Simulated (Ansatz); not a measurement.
## Si5H10OF4: nudged elastic band (part 1 of 2)

- system: Si5H10OF4
- method: RKS PBE0-D4/def2-SVP (Ansatz 0.2.0)

Figures and captions count atoms from 1; the log counts them from 0 in places.

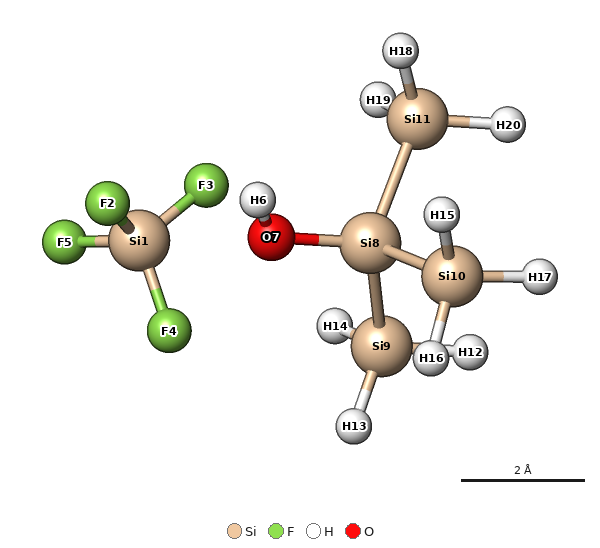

Figure 1. The structure as given in the input (ball-and-stick view, seen at a tilt; atoms are numbered from 1 in the order of the input).

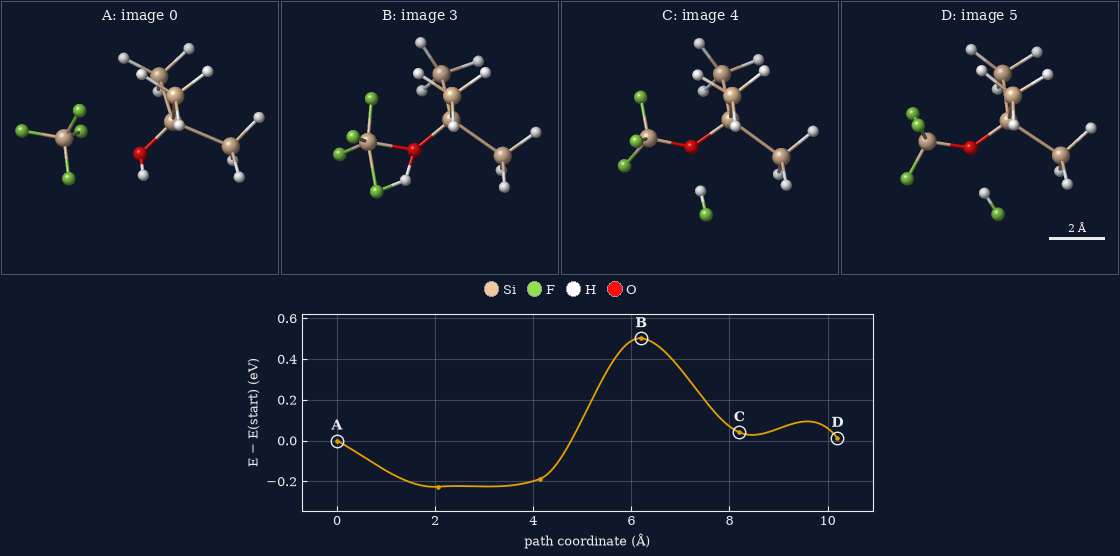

Figure 2. Images of the last band (counted from 0; ball-and-stick, seen at a tilt) above the energy along the path; the line is a cubic interpolation that uses the forces. The highest image is number 3, 0.502 eV above the start and 0.489 eV above the end (the climbing image); the end lies 0.013 eV above the start. The path is 10.20 Å long. The band converged in 33 iterations. The end points carry forces over 0.1 eV/Å, so they aren't fully relaxed minima and the barriers are approximate.

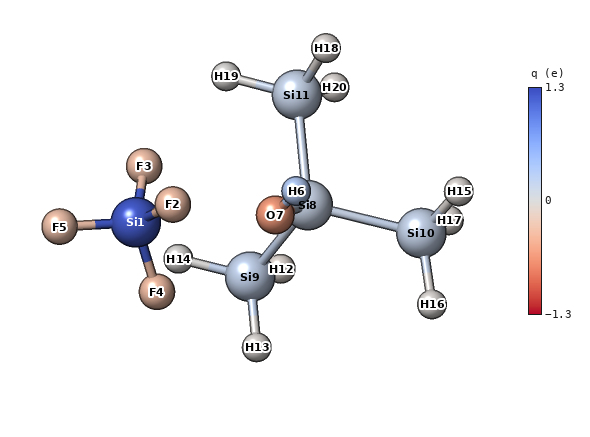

Figure 3. Mulliken charges, as the colour of each atom (ball-and-stick view, seen at a tilt; atoms are numbered from 1 in the order of the input; Mulliken charges depend strongly on the basis). By element: Si +0.14 to +1.20, F −0.35 to −0.31, H −0.05 to +0.33 and O −0.62 e.

The input that produced these results follows, with the program's output.

**The input**
```yaml
crystal:
  periodic: [false, false, false]
  atoms:
    - {symbol: Si, position_ang: [-2.176513, 1.932986, -1.654612]}
    - {symbol: F, position_ang: [-1.716210, 3.243756, -0.934396]}
    - {symbol: F, position_ang: [-0.978295, 1.212797, -2.356821]}
    - {symbol: F, position_ang: [-2.943324, 0.965946, -0.696738]}
    - {symbol: F, position_ang: [-3.180896, 2.361797, -2.780041]}
    - {symbol: H, position_ang: [0.127084, 2.019418, 0.684235]}
    - {symbol: O, position_ang: [-0.361453, 1.232892, 0.432362]}
    - {symbol: Si, position_ang: [0.455309, -0.228890, 0.514032]}
    - {symbol: Si, position_ang: [-1.082041, -1.916820, 0.002329]}
    - {symbol: Si, position_ang: [1.311685, -0.596009, 2.669327]}
    - {symbol: Si, position_ang: [2.243592, -0.305108, -1.006382]}
    - {symbol: H, position_ang: [-0.352065, -3.210082, 0.115349]}
    - {symbol: H, position_ang: [-2.220367, -1.919716, 0.958104]}
    - {symbol: H, position_ang: [-1.599092, -1.780901, -1.384740]}
    - {symbol: H, position_ang: [2.224142, 0.515669, 3.060483]}
    - {symbol: H, position_ang: [0.223030, -0.685269, 3.679733]}
    - {symbol: H, position_ang: [2.085006, -1.867380, 2.675442]}
    - {symbol: H, position_ang: [3.136268, 0.870645, -0.801147]}
    - {symbol: H, position_ang: [1.771790, -0.302081, -2.416162]}
    - {symbol: H, position_ang: [3.032451, -1.543545, -0.760356]}
basis:
  gaussian: {orbitals: def2-SVP}
hamiltonian: {xc: pbe0, dispersion: d4}
neb:
  images: 4
  climbing: immediate
  max_iterations: 60
  initial_path: idpp
  final_atoms:
    - {symbol: Si, position_ang: [-1.564841, 1.459715, -1.594987]}
    - {symbol: F, position_ang: [-0.679824, 2.638352, 1.878394]}
    - {symbol: F, position_ang: [-0.626116, 1.548956, -2.848919]}
    - {symbol: F, position_ang: [-2.676784, 0.396226, -1.901883]}
    - {symbol: F, position_ang: [-2.240331, 2.851379, -1.362967]}
    - {symbol: H, position_ang: [-0.790881, 2.204141, 1.058906]}
    - {symbol: O, position_ang: [-0.733671, 1.060410, -0.280798]}
    - {symbol: Si, position_ang: [0.239276, -0.270525, 0.179364]}
    - {symbol: Si, position_ang: [-1.034234, -2.233451, 0.008378]}
    - {symbol: Si, position_ang: [0.977270, 0.007855, 2.385686]}
    - {symbol: Si, position_ang: [2.079687, -0.393687, -1.269928]}
    - {symbol: H, position_ang: [-0.180700, -3.352344, 0.490416]}
    - {symbol: H, position_ang: [-2.255118, -2.141382, 0.851135]}
    - {symbol: H, position_ang: [-1.424965, -2.488650, -1.403060]}
    - {symbol: H, position_ang: [1.860962, 1.189760, 2.528674]}
    - {symbol: H, position_ang: [-0.154918, 0.058261, 3.341930]}
    - {symbol: H, position_ang: [1.771945, -1.228479, 2.635244]}
    - {symbol: H, position_ang: [2.838596, 0.884414, -1.258412]}
    - {symbol: H, position_ang: [1.642093, -0.697058, -2.657784]}
    - {symbol: H, position_ang: [2.952655, -1.493794, -0.779390]}
```

Command:
```bash
ansatz run in.yaml --threads 4 --pin off --events-out ev --progress --plain --max-ram 66560MiB --backend cuda --devices 0, --max-vram 37GiB
```

**What the program printed**
```
Functional definition: PBE0
  name "PBE0"
  cite "Adamo & Barone, J. Chem. Phys. 110, 6158 (1999) doi:10.1063/1.478522"
  cite "Perdew, Burke & Ernzerhof, Phys. Rev. Lett. 77, 3865 (1996) doi:10.1103/PhysRevLett.77.3865"
  parent pbe
  parameter a = 0.25
  parameter kappa = 0.804
  parameter beta = 0.06672455060314922
  exchange = (1 - a)*pbe_x(kappa = kappa, mu = beta*pi^2/3) + a*exact_x
  correlation = pbe_c(beta = beta)
2111 factors; integrals over basis functions are off by at most 3.3e-4 eV
mean field evaluation 1: about -52413.9349 eV, gradient 6.7e1 eV
mean field evaluation 2: about -52405.7216 eV, gradient 9.6e1 eV
mean field evaluation 4: about -52421.0483 eV, gradient 3.6e0 eV
mean field evaluation 8: about -52421.0670 eV, gradient 1.0e-1 eV
mean field evaluation 16: about -52421.0671 eV, gradient 3.5e-5 eV
mean field -52421.06706229 eV, -1926.4386822638 hartree, gradient 3.5e-5 eV, S^2 0.000000; 0 other end points of the search recorded, 0 dependent functions left out
the calculation of the forces begins
reference -52421.06710319 eV, -1926.4386837669 hartree; 62, 62 occupied and 148, 148 virtual orbitals, 2111 factors
2111 factors; integrals over basis functions are off by at most 1.1e-3 eV
mean field evaluation 32: about -52421.0192 eV, gradient 3.0e-5 eV
mean field -52421.01921332 eV, -1926.4369238466 hartree, gradient 3.0e-5 eV, S^2 0.000000; 0 other end points of the search recorded, 0 dependent functions left out
[... from here on the field's lines of each further geometry are left out, up to the last ...]
WARN: NEB end point (image 0): max|allowed force component| = 9.214e-1 eV/Å (the criterion of neb.relax_end_points is 1.000e-2). That is over neb.f_tol: it is no minimum, so the barrier can be far off. Relax it first
WARN: NEB end point (image 5): max|allowed force component| = 1.021e0 eV/Å (the criterion of neb.relax_end_points is 1.000e-2). That is over neb.f_tol: it is no minimum, so the barrier can be far off. Relax it first
NEB iter   1: max|band force component| = 5.040e0 eV/Å  barrier→ = 5.0303 eV  barrier← = 5.0170 eV  CI = image 3  Δτ_max = 0.2000 Å  (168 SCF iters)
NEB iter   2: max|band force component| = 4.864e0 eV/Å  barrier→ = 4.1502 eV  barrier← = 4.1369 eV  CI = image 3  Δτ_max = 0.2000 Å  (125 SCF iters)
NEB iter   3: max|band force component| = 1.949e1 eV/Å  barrier→ = 3.0843 eV  barrier← = 3.0710 eV  CI = image 3  Δτ_max = 0.1008 Å  (129 SCF iters)
NEB iter   4: max|band force component| = 6.714e0 eV/Å  barrier→ = 2.5014 eV  barrier← = 2.4881 eV  CI = image 3  Δτ_max = 0.2000 Å  (118 SCF iters)
NEB iter   5: max|band force component| = 3.160e0 eV/Å  barrier→ = 1.3020 eV  barrier← = 1.2887 eV  CI = image 3  Δτ_max = 0.2000 Å  (113 SCF iters)
NEB iter   6: max|band force component| = 6.747e0 eV/Å  barrier→ = 1.5668 eV  barrier← = 1.5535 eV  CI = image 3  Δτ_max = 0.1004 Å  (120 SCF iters)
NEB iter   7: max|band force component| = 3.845e0 eV/Å  barrier→ = 1.1894 eV  barrier← = 1.1761 eV  CI = image 3  Δτ_max = 0.1678 Å  (116 SCF iters)
NEB iter   8: max|band force component| = 2.145e0 eV/Å  barrier→ = 0.9477 eV  barrier← = 0.9344 eV  CI = image 3  Δτ_max = 0.1037 Å  (116 SCF iters)
NEB iter   9: max|band force component| = 1.651e0 eV/Å  barrier→ = 0.9621 eV  barrier← = 0.9488 eV  CI = image 3  Δτ_max = 0.1182 Å  (118 SCF iters)
NEB iter  10: max|band force component| = 4.581e-1 eV/Å  barrier→ = 0.9126 eV  barrier← = 0.8993 eV  CI = image 3  Δτ_max = 0.0543 Å  (116 SCF iters)
NEB iter  11: max|band force component| = 4.146e-1 eV/Å  barrier→ = 0.8835 eV  barrier← = 0.8702 eV  CI = image 3  Δτ_max = 0.1016 Å  (118 SCF iters)
NEB iter  12: max|band force component| = 3.152e-1 eV/Å  barrier→ = 0.8632 eV  barrier← = 0.8499 eV  CI = image 3  Δτ_max = 0.1972 Å  (114 SCF iters)
NEB iter  13: max|band force component| = 2.513e-1 eV/Å  barrier→ = 0.8319 eV  barrier← = 0.8186 eV  CI = image 3  Δτ_max = 0.1005 Å  (116 SCF iters)
NEB iter  14: max|band force component| = 2.659e-1 eV/Å  barrier→ = 0.8094 eV  barrier← = 0.7961 eV  CI = image 3  Δτ_max = 0.0501 Å  (111 SCF iters)
NEB iter  15: max|band force component| = 3.677e-1 eV/Å  barrier→ = 0.7962 eV  barrier← = 0.7829 eV  CI = image 3  Δτ_max = 0.0250 Å  (109 SCF iters)
NEB iter  16: max|band force component| = 3.927e-1 eV/Å  barrier→ = 0.7854 eV  barrier← = 0.7721 eV  CI = image 3  Δτ_max = 0.0501 Å  (105 SCF iters)
NEB iter  17: max|band force component| = 3.829e-1 eV/Å  barrier→ = 0.7632 eV  barrier← = 0.7499 eV  CI = image 3  Δτ_max = 0.1003 Å  (115 SCF iters)
NEB iter  18: max|band force component| = 3.188e-1 eV/Å  barrier→ = 0.7192 eV  barrier← = 0.7059 eV  CI = image 3  Δτ_max = 0.1318 Å  (109 SCF iters)
NEB iter  19: max|band force component| = 3.341e-1 eV/Å  barrier→ = 0.6722 eV  barrier← = 0.6589 eV  CI = image 3  Δτ_max = 0.1710 Å  (113 SCF iters)
NEB iter  20: max|band force component| = 4.438e-1 eV/Å  barrier→ = 0.6228 eV  barrier← = 0.6096 eV  CI = image 3  Δτ_max = 0.1120 Å  (115 SCF iters)
NEB iter  21: max|band force component| = 4.679e-1 eV/Å  barrier→ = 0.5800 eV  barrier← = 0.5667 eV  CI = image 3  Δτ_max = 0.1436 Å  (116 SCF iters)
NEB iter  22: max|band force component| = 4.735e-1 eV/Å  barrier→ = 0.5388 eV  barrier← = 0.5255 eV  CI = image 3  Δτ_max = 0.1172 Å  (118 SCF iters)
NEB iter  23: max|band force component| = 3.925e-1 eV/Å  barrier→ = 0.5155 eV  barrier← = 0.5022 eV  CI = image 3  Δτ_max = 0.1075 Å  (116 SCF iters)
NEB iter  24: max|band force component| = 2.853e-1 eV/Å  barrier→ = 0.5190 eV  barrier← = 0.5057 eV  CI = image 3  Δτ_max = 0.0813 Å  (116 SCF iters)
NEB iter  25: max|band force component| = 2.545e-1 eV/Å  barrier→ = 0.5208 eV  barrier← = 0.5075 eV  CI = image 3  Δτ_max = 0.0406 Å  (116 SCF iters)
NEB iter  26: max|band force component| = 2.255e-1 eV/Å  barrier→ = 0.5194 eV  barrier← = 0.5061 eV  CI = image 3  Δτ_max = 0.0406 Å  (119 SCF iters)
NEB iter  27: max|band force component| = 1.605e-1 eV/Å  barrier→ = 0.5156 eV  barrier← = 0.5023 eV  CI = image 3  Δτ_max = 0.0407 Å  (119 SCF iters)
NEB iter  28: max|band force component| = 9.722e-2 eV/Å  barrier→ = 0.5116 eV  barrier← = 0.4983 eV  CI = image 3  Δτ_max = 0.0407 Å  (118 SCF iters)
NEB iter  29: max|band force component| = 1.363e-1 eV/Å  barrier→ = 0.5095 eV  barrier← = 0.4962 eV  CI = image 3  Δτ_max = 0.0407 Å  (119 SCF iters)
NEB iter  30: max|band force component| = 9.324e-2 eV/Å  barrier→ = 0.5075 eV  barrier← = 0.4942 eV  CI = image 3  Δτ_max = 0.0406 Å  (116 SCF iters)
NEB iter  31: max|band force component| = 8.120e-2 eV/Å  barrier→ = 0.5056 eV  barrier← = 0.4923 eV  CI = image 3  Δτ_max = 0.0407 Å  (116 SCF iters)
NEB iter  32: max|band force component| = 6.157e-2 eV/Å  barrier→ = 0.5034 eV  barrier← = 0.4902 eV  CI = image 3  Δτ_max = 0.0406 Å  (110 SCF iters)
the calculation of the forces begins
reference -52420.71002612 eV, -1926.4255614265 hartree; 62, 62 occupied and 148, 148 virtual orbitals, 2114 factors
these checks for a lower state are left out or cut short: stability, starts, cluster_reference, orbital_swaps, neighbouring_geometries, increment
2113 factors; integrals over basis functions are off by at most 9.9e-4 eV
mean field -52419.15968165 eV, -1926.3685873180 hartree, gradient 1.8e-6 eV, S^2 0.000000; 0 other end points of the search recorded, 0 dependent functions left out
the calculation of the forces begins
reference -52419.15971987 eV, -1926.3685887225 hartree; 62, 62 occupied and 148, 148 virtual orbitals, 2113 factors
```
